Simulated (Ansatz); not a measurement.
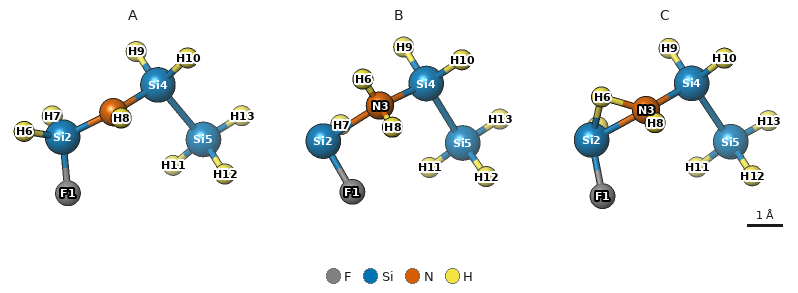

3 geometries from a converged minimum-energy path of Si3NH8F, shuffled. The picture is a ball-and-stick view, seen at a tilt.

All numbers below come from RKS PBE0/def2-SVP in Ansatz. Set-up: 9 movable images; climbing image; force threshold 0.05 eV/Å; iteration limit 45; starting path through a guess of the saddle point.

**One of them is the converged climbing image. Which?**

C. In order along the path, whose images run from 0 to 10: A (image 3, +2.0 kJ/mol), C (image 6, +303.3 kJ/mol), B (image 8, +169.8 kJ/mol). A hydrogen atom shifts from one atom to another. Breaking: Si2–H6 (1.49 → 1.62 at the top → 2.59 Å). Forming: N3–H6 (2.62 → 1.37 at the top → 1.02 Å).
